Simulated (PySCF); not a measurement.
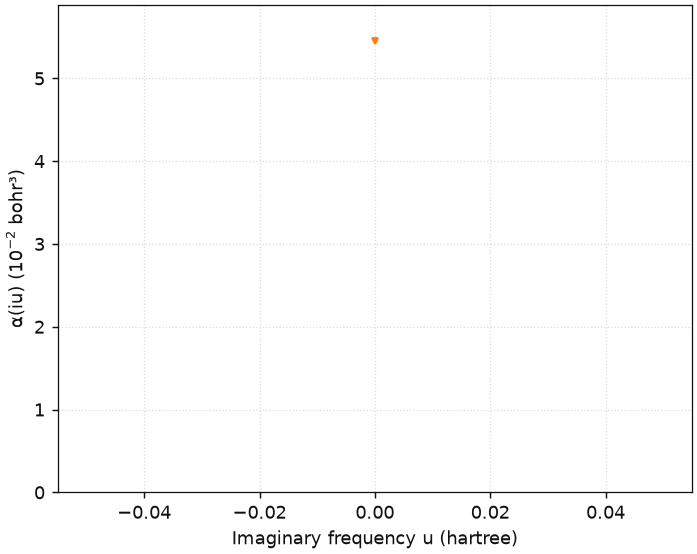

Dipole polarisability at imaginary frequency of Be²⁺ (1s²). Coupled response at the CAM-B3LYP level; PySCF, dyall-acv3z, non-relativistic, unrestricted single determinants, no spin-orbit coupling.

Q: Describe the response.

A: The static dipole polarisability is 0.0545 bohr³; α(iu) is already below half of it at u = 0.05 hartree. The Casimir–Polder integral gives C₆ = 0.0118 hartree bohr⁶ for two such species.
